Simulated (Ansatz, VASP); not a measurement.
## Mo (linear Mo chain, spacing 3.025 A) in two plane-wave programs

Aim: how closely do two programs agree when they are given the same cell, functional and k mesh?

Main program and level: Ansatz 0.2.0; plane waves, with VASP 6.6.1 beside it; single point at LDA, DFT+U.

In doubt: warnings of the run leave room for a lower electronic state, so energies may not be the lowest and differences between runs may mislead.

### Step 1. The structure

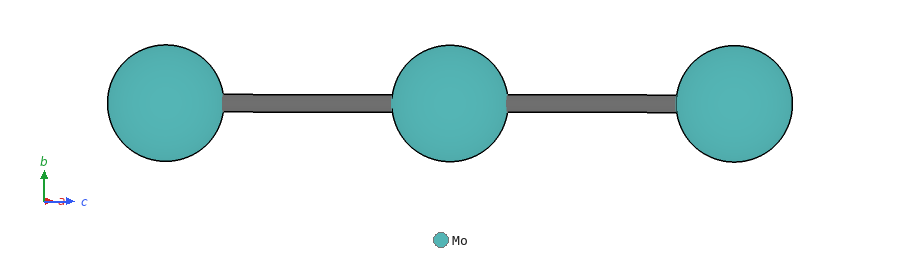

Start, viewed from the side, with the c axis across the page; molybdenum teal. Some periodic images of atoms are drawn too.

The cell holds 2 atoms: 2 Mo. Cell: a = 12.000 Å, b = 12.000 Å, c = 6.050 Å, α = 90.0°, β = 90.0°, γ = 90.0°. It derives from Mo (linear Mo chain, spacing 3.025 A), repeated 1×1×2. Model lattice. Vacuum lies along a and b. The structure's axis is c.

### Step 2. VASP: single point, LDA, DFT+U

With cell and atoms fixed, the geometry can't cause a difference; cores, projectors, grids and the points listed under the comparison can.

Lines of VASP's logs that name or quote its potential files are left out, and so is its time.

Contents of INCAR:

```
SYSTEM = Mo
PREC = Normal
ENCUT = 350
EDIFF = 1E-06
NELM = 150
ISMEAR = 0
SIGMA = 0.05
LREAL = .FALSE.
ALGO = Normal
GGA = CA
NBANDS = 21
ISPIN = 2
MAGMOM = 1 1
LDAU = .TRUE.
LDAUTYPE = 2
LDAUL = 2
LDAUU = 5
LDAUJ = 0
LDAUPRINT = 1
LASPH = .TRUE.
LMAXMIX = 4
LORBIT = 11
LWAVE = .FALSE.
LCHARG = .TRUE.
NCORE = 2
AMIX = 0.2
BMIX = 1E-04
AMIX_MAG = 0.8
BMIX_MAG = 1E-04
```

Contents of POSCAR:

```
Mo
1.0
   12.0000000000      0.0000000000      0.0000000000
    0.0000000000     12.0000000000      0.0000000000
    0.0000000000      0.0000000000      6.0500000000
Mo
2
Direct
    0.5000000000      0.5000000000      0.0000000000
    0.5000000000      0.5000000000      0.5000000000
```

Contents of KPOINTS:

```
Automatic mesh
0
Gamma
1 1 7
0 0 0
```

PAW data sets: Mo_sv (LDA family, release 64).

On the command line:

```console
> mpirun -np 2 vasp_std
```

Numbers of over 12 decimals in the logs are rounded to 6 here.

What it wrote:

```text
[banner, memory and clock lines left out]
running    2 mpi-ranks, on    1 nodes
 distrk:  each k-point on    2 cores,    1 groups
 distr:  one band on    2 cores,    1 groups

 POSCAR found type information on POSCAR Mo
 POSCAR found :  1 types and       2 ions
 LDA part: xc-table for (Slater(with rela. corr.)+CA(PZ))
 , standard interpolation
 POSCAR, INCAR and KPOINTS ok, starting setup
 FFT: planning ... GRIDC
 FFT: planning ... GRID_SOFT
 FFT: planning ... GRID
 WAVECAR not read
 entering main loop
       N       E                     dE             d eps       ncg     rms          rms(c)
DAV:   1     0.149398571463E+03    0.14940E+03   -0.11641E+04   512   0.623E+02
DAV:   2     0.163909778214E+02   -0.13301E+03   -0.13111E+03   482   0.172E+02
DAV:   3     0.302903929356E+01   -0.13362E+02   -0.11748E+02   467   0.398E+01
DAV:   4     0.206190319198E+01   -0.96714E+00   -0.83711E+00   427   0.823E+00
DAV:   5     0.200998127043E+01   -0.51922E-01   -0.45767E-01   412   0.173E+00    0.651E+00
DAV:   6     0.349537915786E-01   -0.19750E+01   -0.44694E+00   421   0.721E+00    0.808E+00
DAV:   7    -0.136478410379E+01   -0.13997E+01   -0.37071E-01   434   0.229E+00    0.772E+00
DAV:   8    -0.295011772223E+01   -0.15853E+01   -0.58815E-01   411   0.243E+00    0.882E+00
DAV:   9    -0.278242633630E+01    0.16769E+00   -0.13700E-02   390   0.581E-01    0.853E+00
DAV:  10    -0.253988285295E+01    0.24254E+00   -0.72796E-02   376   0.114E+00    0.790E+00
DAV:  11    -0.199013260273E+01    0.54975E+00   -0.10102E-01   385   0.174E+00    0.795E+00
DAV:  12    -0.121747683134E+01    0.77266E+00   -0.65744E+00   400   0.943E+00    0.514E+00
DAV:  13    -0.164011515045E+01   -0.42264E+00   -0.17776E+00   386   0.625E+00    0.356E+00
DAV:  14    -0.157178528482E+01    0.68330E-01   -0.17377E+00   411   0.338E+00    0.192E+00
[...]
DAV:  35    -0.155558028835E+01    0.87285E-04   -0.37309E-04   408   0.109E-01    0.797E-02
DAV:  36    -0.155548422317E+01    0.96065E-04   -0.25877E-04   431   0.927E-02    0.617E-02
DAV:  37    -0.155555592998E+01   -0.71707E-04   -0.58300E-05   424   0.353E-02    0.314E-02
DAV:  38    -0.155554956336E+01    0.63666E-05   -0.17701E-05   434   0.240E-02    0.297E-02
DAV:  39    -0.155558046999E+01   -0.30907E-04   -0.14317E-05   310   0.158E-02    0.843E-03
DAV:  40    -0.155558184052E+01   -0.13705E-05   -0.61320E-07   221   0.449E-03    0.595E-03
DAV:  41    -0.155558302084E+01   -0.11803E-05   -0.65713E-07   248   0.340E-03    0.303E-03
DAV:  42    -0.155558326513E+01   -0.24429E-06   -0.20642E-07   193   0.248E-03
   1 F= -.15555833E+01 E0= -.15515533E+01  d E =-.805985E-02  mag=     2.5711
```

Parts of OUTCAR (step 2):

```text
ion  position               nearest neighbor table
   1  0.500  0.500  0.000-   2 3.02   2 3.02
   2  0.500  0.500  0.500-   1 3.02   1 3.02

  LATTYP: Found a simple tetragonal cell.
 ALAT       =    12.0000000000
 C/A-ratio  =     0.5041666667

 Subroutine GETGRP returns: Found 16 space group operations
 (whereof 16 operations were pure point group operations)

The static configuration has the point symmetry D_4h.

 Found      4 irreducible k-points:

   k-points           NKPTS =      4   k-points in BZ     NKDIM =      4   number of bands    NBANDS=     21

   dimension x,y,z NGX =    56 NGY =   56 NGZ =   28
   dimension x,y,z NGXF=   112 NGYF=  112 NGZF=   56

   ENCUT  =  350.0 eV  25.72 Ry    5.07 a.u.  18.31 18.31  9.23*2*pi/ulx,y,z

   NELECT =      28.0000    total number of electrons

 k-points in reciprocal lattice and weights: Automatic mesh
   0.00000000  0.00000000  0.00000000       0.143
   0.00000000  0.00000000  0.14285714       0.286
   0.00000000  0.00000000  0.28571429       0.286
   0.00000000  0.00000000  0.42857143       0.286

atom =   1  type =  1  l = 2

 onsite density matrix

spin component  1

  0.8564  0.0000  0.0000 -0.0000 -0.0000
  0.0000  0.0001 -0.0000  0.0000  0.0000
  0.0000 -0.0000  0.7983  0.0000  0.0000
 -0.0000  0.0000  0.0000  0.0001 -0.0000
 -0.0000  0.0000  0.0000 -0.0000  0.8564

spin component  2

  0.0000  0.0000  0.0000 -0.0000 -0.0000
  0.0000  0.6631  0.0000 -0.0000 -0.0000
  0.0000  0.0000  0.0533  0.0000 -0.0000
 -0.0000 -0.0000  0.0000  0.6631  0.0000
 -0.0000 -0.0000 -0.0000  0.0000  0.0000

 occupancies and eigenvectors

  o =  0.0000  v =  0.0000  0.0000  0.0000  0.0000  0.0000  0.0000 -0.0000  0.0000  0.0000  1.0000      0.0000  0.0000  0.0000  0.0000  0.0000  0.0000  0.0000  0.0000  0.0000  0.0000
  o =  0.0000  v =  0.0000  0.0000  0.0000  0.0000  0.0000  1.0000  0.0000  0.0000  0.0000  0.0000      0.0000  0.0000  0.0000  0.0000  0.0000  0.0000  0.0000  0.0000  0.0000  0.0000
  o =  0.0001  v =  0.0000 -0.1470 -0.0000 -0.9891  0.0000  0.0000  0.0000  0.0000  0.0000  0.0000      0.0000  0.0000  0.0000  0.0000  0.0000  0.0000  0.0000  0.0000  0.0000  0.0000
  o =  0.0001  v =  0.0000  0.9891  0.0000 -0.1470 -0.0000  0.0000  0.0000  0.0000  0.0000  0.0000      0.0000  0.0000  0.0000  0.0000  0.0000  0.0000  0.0000  0.0000  0.0000  0.0000
  o =  0.0533  v =  0.0000  0.0000  0.0000  0.0000  0.0000  0.0000 -0.0000 -1.0000 -0.0000  0.0000      0.0000  0.0000  0.0000  0.0000  0.0000  0.0000  0.0000  0.0000  0.0000  0.0000
  o =  0.6631  v =  0.0000  0.0000  0.0000  0.0000  0.0000  0.0000 -0.8874  0.0000  0.4610 -0.0000      0.0000  0.0000  0.0000  0.0000  0.0000  0.0000  0.0000  0.0000  0.0000  0.0000
  o =  0.6631  v =  0.0000  0.0000  0.0000  0.0000  0.0000  0.0000  0.4610 -0.0000  0.8874  0.0000      0.0000  0.0000  0.0000  0.0000  0.0000  0.0000  0.0000  0.0000  0.0000  0.0000
  o =  0.7983  v =  0.0000 -0.0000 -1.0000  0.0000  0.0000  0.0000  0.0000  0.0000  0.0000  0.0000      0.0000  0.0000  0.0000  0.0000  0.0000  0.0000  0.0000  0.0000  0.0000  0.0000
  o =  0.8564  v =  1.0000  0.0000  0.0000  0.0000  0.0000  0.0000  0.0000  0.0000  0.0000  0.0000      0.0000  0.0000  0.0000  0.0000  0.0000  0.0000  0.0000  0.0000  0.0000  0.0000
  o =  0.8564  v =  0.0000 -0.0000 -0.0000  0.0000 -1.0000  0.0000  0.0000  0.0000  0.0000  0.0000      0.0000  0.0000  0.0000  0.0000  0.0000  0.0000  0.0000  0.0000  0.0000  0.0000

atom =   2  type =  1  l = 2

 onsite density matrix

spin component  1

  0.8564  0.0000  0.0000 -0.0000 -0.0000
  0.0000  0.0001 -0.0000  0.0000  0.0000
  0.0000 -0.0000  0.7983  0.0000 -0.0000
 -0.0000  0.0000  0.0000  0.0001  0.0000
 -0.0000  0.0000 -0.0000  0.0000  0.8564

spin component  2

  0.0000  0.0000  0.0000 -0.0000 -0.0000
  0.0000  0.6631  0.0000 -0.0000  0.0000
  0.0000  0.0000  0.0533  0.0000  0.0000
 -0.0000 -0.0000  0.0000  0.6631 -0.0000
 -0.0000  0.0000  0.0000 -0.0000  0.0000

 occupancies and eigenvectors

  o =  0.0000  v =  0.0000  0.0000  0.0000  0.0000  0.0000  0.0000 -0.0000 -0.0000  0.0000  1.0000      0.0000  0.0000  0.0000  0.0000  0.0000  0.0000  0.0000  0.0000  0.0000  0.0000
  o =  0.0000  v =  0.0000  0.0000  0.0000  0.0000  0.0000  1.0000  0.0000  0.0000  0.0000  0.0000      0.0000  0.0000  0.0000  0.0000  0.0000  0.0000  0.0000  0.0000  0.0000  0.0000
  o =  0.0001  v =  0.0000  0.9901 -0.0000  0.1404  0.0000  0.0000  0.0000  0.0000  0.0000  0.0000      0.0000  0.0000  0.0000  0.0000  0.0000  0.0000  0.0000  0.0000  0.0000  0.0000
  o =  0.0001  v =  0.0000 -0.1404  0.0000  0.9901  0.0000  0.0000  0.0000  0.0000  0.0000  0.0000      0.0000  0.0000  0.0000  0.0000  0.0000  0.0000  0.0000  0.0000  0.0000  0.0000
  o =  0.0533  v =  0.0000  0.0000  0.0000  0.0000  0.0000  0.0000  0.0000 -1.0000 -0.0000 -0.0000      0.0000  0.0000  0.0000  0.0000  0.0000  0.0000  0.0000  0.0000  0.0000  0.0000
  o =  0.6631  v =  0.0000  0.0000  0.0000  0.0000  0.0000  0.0000  0.0344 -0.0000  0.9994  0.0000      0.0000  0.0000  0.0000  0.0000  0.0000  0.0000  0.0000  0.0000  0.0000  0.0000
  o =  0.6631  v =  0.0000  0.0000  0.0000  0.0000  0.0000  0.0000 -0.9994 -0.0000  0.0344 -0.0000      0.0000  0.0000  0.0000  0.0000  0.0000  0.0000  0.0000  0.0000  0.0000  0.0000
  o =  0.7983  v =  0.0000 -0.0000 -1.0000 -0.0000 -0.0000  0.0000  0.0000  0.0000  0.0000  0.0000      0.0000  0.0000  0.0000  0.0000  0.0000  0.0000  0.0000  0.0000  0.0000  0.0000
  o =  0.8564  v =  1.0000  0.0000  0.0000  0.0000  0.0000  0.0000  0.0000  0.0000  0.0000  0.0000      0.0000  0.0000  0.0000  0.0000  0.0000  0.0000  0.0000  0.0000  0.0000  0.0000
  o =  0.8564  v =  0.0000  0.0000  0.0000 -0.0000 -1.0000  0.0000  0.0000  0.0000  0.0000  0.0000      0.0000  0.0000  0.0000  0.0000  0.0000  0.0000  0.0000  0.0000  0.0000  0.0000

 average (electrostatic) potential at core
       1 -84.8292       2 -84.8292

 E-fermi :  -3.2005

 spin component 1
 k-point     1 :       0.0000    0.0000    0.0000
  band No.  band energies     occupation
    ...
     11      -5.6068      1.00000
     12      -5.1975      1.00000
     13      -5.1973      1.00000
     14      -4.9941      1.00000
     15      -4.2954      1.00000
     16      -2.7815      0.00000
     17      -2.7815      0.00000
     18      -1.6896      0.00000
     19      -1.6896      0.00000
     20      -0.8553      0.00000
    ...

 k-point     2 :       0.0000    0.0000    0.1429
  band No.  band energies     occupation
    ...
     11      -5.5875      1.00000
     12      -5.2189      1.00000
     13      -5.2186      1.00000
     14      -4.9381      1.00000
     15      -4.3812      1.00000
     16      -2.7225      0.00000
     17      -2.7225      0.00000
     18      -1.7145      0.00000
     19      -1.7145      0.00000
     20      -1.6618      0.00000
    ...

 k-point     3 :       0.0000    0.0000    0.2857
  band No.  band energies     occupation
    ...
     11      -5.5330      1.00000
     12      -5.2781      1.00000
     13      -5.2780      1.00000
     14      -4.7659      1.00000
     15      -4.6428      1.00000
     16      -2.8810      0.00000
     17      -2.5543      0.00000
     18      -2.5543      0.00000
     19      -1.8197      0.00000
     20      -1.8197      0.00000
    ...

 k-point     4 :       0.0000    0.0000    0.4286
  band No.  band energies     occupation
    ...
     12      -5.3620      1.00000
     13      -5.3618      1.00000
     14      -5.1300      1.00000
     15      -4.4500      1.00000
     16      -3.8700      1.00000
     17      -2.3060      0.00000
     18      -2.3060      0.00000
     19      -2.0341      0.00000
     20      -2.0341      0.00000
     21       0.3070      0.00000
    ...

 spin component 2
 k-point     1 :       0.0000    0.0000    0.0000
  band No.  band energies     occupation
    ...
      7     -37.4309      1.00000
      8     -37.4309      1.00000
      9      -5.7584      1.00000
     10      -5.3432      1.00000
     11      -5.3432      1.00000
     12      -2.9631      0.00000
     13      -2.9631      0.00000
     14      -2.3589      0.00000
     15      -1.4574      0.00000
     16      -1.4574      0.00000
    ...

 k-point     2 :       0.0000    0.0000    0.1429
  band No.  band energies     occupation
    ...
      7     -37.4329      1.00000
      8     -37.4329      1.00000
      9      -5.6202      1.00000
     10      -5.2656      1.00000
     11      -5.2656      1.00000
     12      -3.2005      0.50000
     13      -3.2005      0.50000
     14      -2.2799      0.00000
     15      -1.8934      0.00000
     16      -1.2386      0.00000
    ...

  Total       -0.3198857     -0.3198857     -2.5478691      0.0000000      0.0000000      0.0000000
  in kB       -0.5882846     -0.5882846     -4.6856498      0.0000000      0.0000000      0.0000000
  external PRESSURE =      -1.9540730 kB  Pullay stress =       0.0000000 kB

  energy-cutoff  :      350.00
  volume of cell :      871.20
      direct lattice vectors                 reciprocal lattice vectors
    12.000000000  0.000000000  0.000000000     0.083333333  0.000000000  0.000000000
     0.000000000 12.000000000  0.000000000     0.000000000  0.083333333  0.000000000
     0.000000000  0.000000000  6.050000000     0.000000000  0.000000000  0.165289256

 POSITION                                       TOTAL-FORCE (eV/Angst)
 -----------------------------------------------------------------------------------
      6.00000      6.00000      0.00000         0.000000      0.000000      0.000000
      6.00000      6.00000      3.02500         0.000000      0.000000     -0.000000
 -----------------------------------------------------------------------------------
    total drift:                                0.000000      0.000000      0.000000

  FREE ENERGIE OF THE ION-ELECTRON SYSTEM (eV)
  ---------------------------------------------------
  free  energy   TOTEN  =        -1.5555832651 eV

  energy  without entropy=       -1.5475234139  energy(sigma->0) =       -1.55155334

 total charge
# of ion       s       p       d       tot
------------------------------------------
    1        2.356   5.977   3.857  12.190
    2        2.356   5.977   3.857  12.190
--------------------------------------------------
tot          4.712  11.954   7.715  24.380

 magnetization (x)
# of ion       s       p       d       tot
------------------------------------------
    1        0.040  -0.004   1.123   1.160
    2        0.040  -0.004   1.123   1.160
--------------------------------------------------
tot          0.081  -0.007   2.246   2.320

[... 2 further parts left out ...]
```

[end of part 1 of 2]

[Lines on the potential files, build, host, timing and source positions are cut from VASP's logs without a mark.]

[Logs are printed without paths, hosts, clocks, repeated set-up lines and the standing remarks that a program may print on its own settings, such as how far it seeks lower states.]

[Hosts, paths, dates, database ids (printed as entryN), source tags and the programs' standing remarks are cut or masked in the printed files.]
